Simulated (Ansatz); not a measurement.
**LiMg (R-3m): phonons and vibrational spectra**

Wanted: vibrations and spectra of LiMg (R-3m); the cell is already relaxed.

Method: DFT PBEsol, scalar-relativistic, plane waves, norm-conserving pseudopotentials, in Ansatz 0.2.0.

### Step 1. Starting point

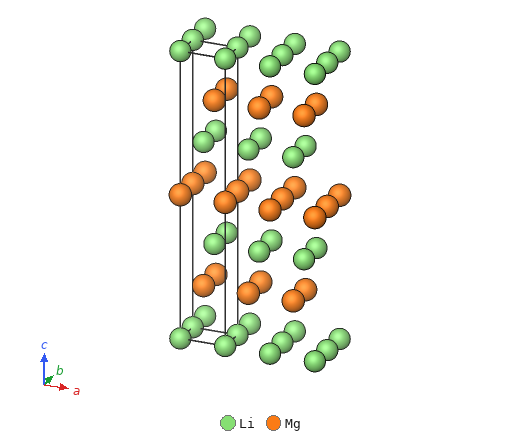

The cell as given, slightly off an axis (lithium green, magnesium orange). 3×2×1 cells are drawn. This picture shows the conventional cell, with its axes. Some periodic images of atoms are drawn too.

### Step 2. Linear response at the zone centre

The cell comes from relaxations at this level that are not shown. The zone centre is the only wavevector solved here; it holds the modes that light can see, as far as symmetry allows. No field response is asked, since the mesh shows no gap.

input.yaml

```yaml
crystal:
  lattice:
    - [1.5484913973, 0.8940219251, 5.0177826427]
    - [-1.5484913973, 0.8940219251, 5.0177826427]
    - [0.0, -1.7880438502, 5.0177826427]
  atoms:
    - { symbol: Li, position: [0.0, 0.0, 0.0] }
    - { symbol: Mg, position: [0.5, 0.5, 0.5] }
kpoints:
  mp_grid: { grid: [15, 15, 15] }
hamiltonian:
  xc: pbesol
  pseudopotentials: { kind: nc }
scf:
  occupations: { method: methfessel_paxton, width: 0.15 }
output:
  eigenvalues: true
phonons:
  method: dfpt
```

The run is started by

```console
$ ansatz run input.yaml --threads 4 --pin off --max-ram 7168MiB --backend cpu --events-out ev --progress --plain --runs-dir out
```

Numbers of over 12 decimals in the logs are rounded to 6 here.

The log of the run:

```text
Engine: ansatz 0.2.0, aarch64-unknown-linux-gnu
Pseudopotentials: kind: nc
Pseudopotential: Li, nc, valence charge 3, recommended cutoff 1006.821291 eV (normal), Li.nc.azcp (PseudoDojo's, or run here from an input of PseudoDojo's: the run reads no file of this project's for it)
Pseudopotential: Mg, nc, valence charge 10, recommended cutoff 1142.878222 eV (normal), Mg.nc.azcp (PseudoDojo's, or run here from an input of PseudoDojo's: the run reads no file of this project's for it)
Functional definition: PBEsol
  exchange = pbesol_x
  correlation = pbesol_c
Crystal: 2 atoms, lattice volume = 41.679 Å³
Basis set: ecut = 1142.878222 eV, 3663 PW (Γ), exchange–correlation on 120×120×120 points (8 copies of the dense FFT grid, shifted against one another)
Bands: 11, of which v1, the nominal top of the filled ones, is band 7 counted from 1 (6 counted from 0)
Symmetry: 12 space group operations
k-points: 904 of 3375 (irreducible under 2 space group operations, time reversal used)
Non-local potential: Li, projectors of the file, l = 0: 2, l = 1: 2
Non-local potential: Mg, projectors of the file, l = 0: 2, l = 1: 2
Initial density: superposition of atomic densities (chi_scale 0.1, normalization cell, long waves kept (reshape's long-wave potential 0.00 eV rms))
Initial wavefunctions: pseudopotential atomic-orbital guess
Functional: x = pbesol(κ = 0.804, μ = 0.123457), c = pbesol(β = 0.046)
SCF iter   1: F=—  HF=-1808.707347 eV  |F-HF|=—  |Δ(HF+E_count)|=         —  Δρ=1.77e-2  dr2=5.31e-1  ethr=3.10e-3  ⟨swp⟩=5.9  Hψ=69079  notcnv=0
preconditioner: auto → none  [metal: Δε(μ)=0.031 eV  Ē_g=7.347 eV  σ=0.150 eV  W_gap=0.17  n_scr=2 (ndim 8)  ℏωp=10.0 eV  f_vac=0.000  D(μ)=0.68/eV (n_scr^D=2)  sad-step TF]
SCF iter   2: F=—  HF=-1808.620730 eV  |F-HF|=—  |Δ(HF+E_count)|=   8.66e-2  S|Δr|=    0.00e0  Δρ=1.20e-2  dr2=2.55e-1  ethr=3.10e-3  ⟨swp⟩=1.0  Hψ=17178  notcnv=0
SCF iter   3: F=—  HF=-1808.538667 eV  |F-HF|=—  |Δ(HF+E_count)|=   8.21e-2  S|Δr|=    0.00e0  Δρ=2.25e-3  dr2=8.11e-3  ethr=1.96e-3  ⟨swp⟩=2.0  Hψ=14645  notcnv=0  defer=6
SCF iter   4: F=—  HF=-1808.536219 eV  |F-HF|=—  |Δ(HF+E_count)|=   2.45e-3  S|Δr|=    0.00e0  Δρ=4.42e-4  dr2=2.93e-5  ethr=6.24e-5  ⟨swp⟩=1.7  Hψ=12569  notcnv=0  defer=6
SCF iter   5: F=—  HF=-1808.536230 eV  |F-HF|=—  |Δ(HF+E_count)|=   1.18e-5  S|Δr|=    0.00e0  Δρ=9.87e-5  dr2=3.40e-6  ethr=2.25e-7  ⟨swp⟩=2.3  Hψ=13107  notcnv=0  defer=6
SCF iter   6: F=—  HF=-1808.536230 eV  |F-HF|=—  |Δ(HF+E_count)|=   7.94e-7  S|Δr|=    0.00e0  Δρ=1.29e-5  dr2=1.78e-8  ethr=2.61e-8  ⟨swp⟩=2.5  Hψ=15539  notcnv=0  defer=6
SCF iter   7: F=—  HF=-1808.536183 eV  |F-HF|=—  |Δ(HF+E_count)|=   4.70e-5  S|Δr|=    0.00e0  Δρ=2.94e-6  dr2=1.03e-9  ethr=1.37e-10  ⟨swp⟩=2.0  Hψ=15360  notcnv=0  defer=176
SCF iter   8: F=—  HF=-1808.536183 eV  |F-HF|=—  |Δ(HF+E_count)|=  3.15e-10  S|Δr|=    0.00e0  Δρ=7.05e-7  dr2=7.51e-11  ethr=7.96e-12  ⟨swp⟩=2.7  Hψ=15846  notcnv=0  defer=176
SCF iter   9: F=-1808.536183 eV  HF=-1808.536183 eV  |F-HF|=1.36e-12  |Δ(HF+E_count)|=  2.86e-11  S|Δr|=    0.00e0  Δρ=4.48e-8  dr2=2.23e-13  ethr=1.00e-12  ⟨swp⟩=8.0  Hψ=49644  notcnv=0
SCF 1 converged in 9 iterations: F = -1808.536183 eV  dr2 = 2.23e-13
DFPT response loops at Γ: preconditioner auto → Kerker (q_TF=auto, 2.247 Å⁻¹) (partly filled bands, converged f_vac=0.000); β = 1.00, the filter's whole step (`scf.mixing.beta` (0.50) is not read by the response loops under this deck's `scf.mixing.preconditioner`; to damp them name `kerker` or `kerker_dos`, under which they read `scf.mixing.beta`, and type it under 1.00, their step now; both keys bind the ground state too); Broyden in place of MSR1
SCF converged after 9 iterations
Stability not checked: this state was not tested for a lower state beside it, because cold or Methfessel-Paxton smearing, or corrected tetrahedra, fill the levels in a way that the test cannot read (fill_not_monotonic; see scf.lower_state_search)
Free energy (F): -1808.536183 eV
Harris-Foulkes:  -1808.536183 eV  (|F-HF|=1.36e-12)
Internal energy: -1808.536235 eV  (E = F + TS)
E sigma→0 (E₀):  -1808.536196 eV
Entropy (-TS):   0.000052 eV (0.026 meV/atom)
Fermi energy:    3.481504 eV
--- Per-component energies (eV) ---
  E_band       = -459.253403
  E_kinetic    = 1063.021635
  E_local      = -2006.314169  (includes V_loc(G=0)·N_el)
  E_nonlocal   = -616.076717
  E_hartree    = 716.955574
  E_xc         = -255.927166
  E_vxc        = -333.795282  (∫ρ·V_xc dr)
  E_ewald      = -710.195391
  E_smearing   = 0.000052  (= −TS)
  E_closure    = 0.000000  (closes the sum)
  Σ components = -1808.536183   (vs F -1808.536183, Δ=0.00e0)
--- Band table (eV; the first three rows and the last of 904) ---
  k-point 0: bands = [... 3 lower, -39.0425, -39.0425, -2.2563, 2.6709, 4.7027, 16.0285, 16.0285, 16.5423]
  k-point 1: bands = [... 3 lower, -39.0440, -39.0429, -2.1665, 2.7364, 4.7873, 14.6749, 15.4050, 16.0219]
  k-point 2: bands = [... 3 lower, -39.0482, -39.0439, -1.8977, 2.9326, 5.0366, 12.6281, 14.5984, 14.6466]
  k-point 903: bands = [... 3 lower, -39.0440, -39.0429, -1.6766, 0.5863, 9.5640, 11.1700, 14.2713, 14.7953]
--- Phonons (Γ-DFPT): 4 representative perturbations + reference, on 904 of 3375 k-points (Σ response iterations 15) ---
  k mesh reduced under 2 symmetry operations, with k and −k counted as one. Each operation leaves every solved perturbation unchanged. A smaller set is not used because it would not reduce the number of displacements times k-points to solve
  ASR residual: 5.139e-3 → 0.000e0 eV/Å²; symmetrization residual: 8.421e-6 eV/Å²
  ASR residual per site (eV/Å²): 2.19e-5 5.14e-3
  Γ frequencies (cm⁻¹): 0.00 0.00 0.00 155.74 155.74 321.62
  non-analytic LO–TO correction: not included (Born effective charges unavailable; polar crystals: no LO–TO splitting at Γ)
```

Elapsed: 3.6 min, on 4 threads of Arm Neoverse V1, shared host; peak memory 3 GiB.

Reading the cycles: dr2 is the Hartree energy of the density residual (eV), the measure of convergence; HF is the Harris–Foulkes estimate of the energy, which meets the free energy F at convergence.

Numbers from this step:

| Item | Value |
| --- | --- |
| volume per atom | 20.84 Å³ |
| gap on the k-mesh | 0 eV |
| sum-rule residual before enforcement | 0.005139 eV/Å² |
| point group | -3m |
| highest optical mode at the zone centre (no LO-TO term) | 321.6 cm⁻¹ |
| lowest optical zone-centre mode | 155.7 cm⁻¹ |

Patterns of degenerate modes are one choice out of their space. The modes at Γ (shares of kinetic energy by element, %):

```tsv
mode	frequency (cm⁻¹)	symmetry	Li %	Mg %
1	0.0	acoustic	22	78
2	0.0	acoustic	22	78
3	0.0	acoustic	22	78
4	155.7	Eu	78	22
5	155.7	Eu	78	22
6	321.6	A2u	78	22
```

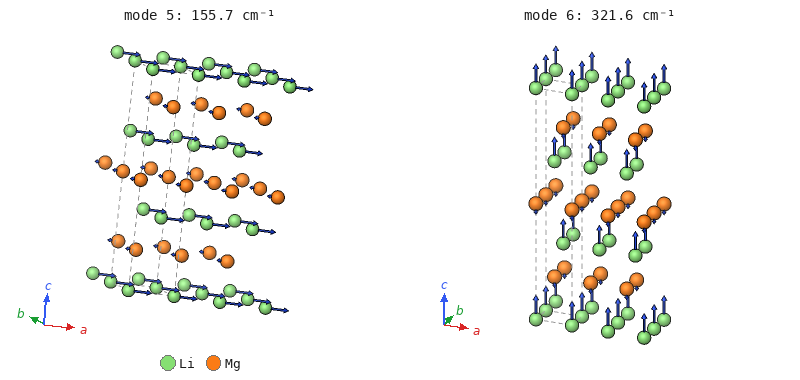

Displacement patterns of modes 5 and 6 at Γ; arrows are exaggerated. 3×2×1 conventional cells are drawn. Some periodic images of atoms are drawn too.

Before it was imposed, the acoustic sum rule was missed by 0.0051 eV/Å². Small misses are needed for a sound result but don't prove that mesh and cutoff are converged. The lowest optical mode is real, 156 cm⁻¹.

### Step 3. Outcome

* space group (within 0.01 Å): R-3m
* volume per atom: 20.8 Å³
* electronic character: no gap on this mesh
* highest optical mode at the zone centre (no LO-TO term): 322 cm⁻¹
* lowest optical zone-centre mode: 156 cm⁻¹
* imaginary modes at Γ (the only wavevector solved): none

In words: The structure is stable against zone-centre distortions, since no mode there is imaginary; other wavevectors were not solved, so zone-boundary instabilities are untested. The optical modes at Γ span 156 to 322 cm⁻¹. No dispersion was computed. The highest mode in this list at Γ, 321.6 cm⁻¹, is mostly motion of Li (78 % of the kinetic energy). With no gap, or one that is small against the smearing, the frequencies hang on the k mesh and the smearing, most of all near Kohn anomalies. The phonon runs are without spin polarisation, although the cell has an odd electron count. These are harmonic frequencies at zero temperature: anharmonic shifts, linewidths and thermal expansion are left out.

[Logs are printed without paths, hosts, clocks, repeated set-up lines and the standing remarks that a program may print on its own settings, such as how far it seeks lower states.]

[Hosts, paths, dates, database ids (printed as entryN), source tags and the programs' standing remarks are cut or masked in the printed files.]
